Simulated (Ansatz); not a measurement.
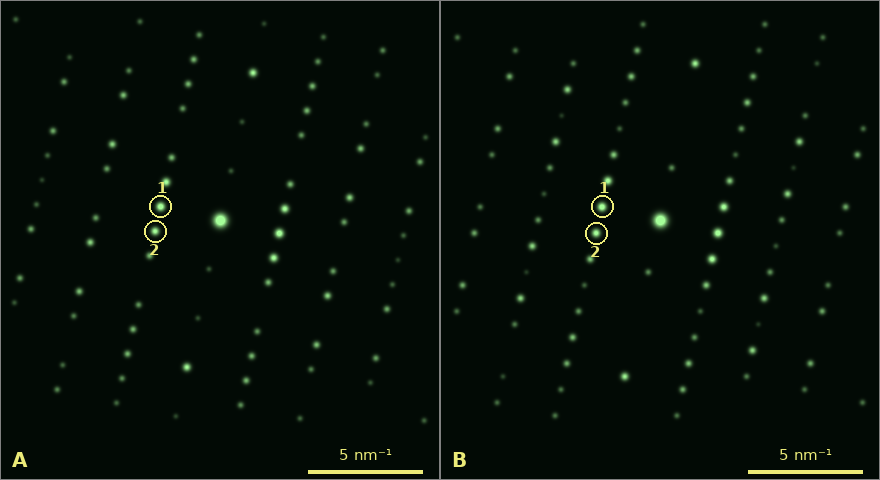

Kinematic electron diffraction patterns (120 kV, B = 0.5 Å², same scale) along [101] of the run's own cell, for the start and the end of one relaxation of Sr2I with DFT PBE, scalar-relativistic, plane waves, PAW (Ansatz). k mesh 6×6×8. The start is a generated model structure, and the relaxation ends in the nearest stationary point of its symmetry, not necessarily the ground state. Spot 1 is -1 0 1 and spot 2 is -1 -1 1 in both.

Start structure:

```yaml
crystal:
  lattice:
    - [7.79373, 0.00000, 0.00000]
    - [0.00000, 8.46352, 0.00000]
    - [0.00000, 0.00000, 4.36412]
  atoms:
    - { symbol: Sr, position: [0.29653, 0.84354, 0.50000] }
    - { symbol: Sr, position: [0.79653, 0.65646, 0.00000] }
    - { symbol: Sr, position: [0.70347, 0.15646, 0.50000] }
    - { symbol: Sr, position: [0.20347, 0.34354, 0.00000] }
    - { symbol: I, position: [0.50000, 0.50000, 0.50000] }
    - { symbol: I, position: [0.00000, 0.00000, 0.00000] }
```

**Which pattern belongs to the start structure, and which to the relaxed one?**

B is the start: its cell gives d(1) = 3.808 Å, d(2) = 3.473 Å and an angle of 24.2°. A is the relaxed structure, with d(1) = 3.721 Å (-2.3 %), d(2) = 3.439 Å (-1.0 %) and 22.5°.

**Name reflections whose intensity changes strongly on relaxation.**

1 3 -1 fades out of sight.

**What did the relaxation do to the structure and the energy?**

The volume changed by +1.1 % to 48.52 Å³ an atom; with the mean shift removed, the atoms moved by up to 0.11 Å relative to the cell (Sr most); the space group stayed Pnnm (No. 58); the free energy fell by 4.9 meV an atom. Relaxed cell: a = 7.571 Å, b = 8.999 Å, c = 4.273 Å, α = 90.00°, β = 90.00°, γ = 90.00°.
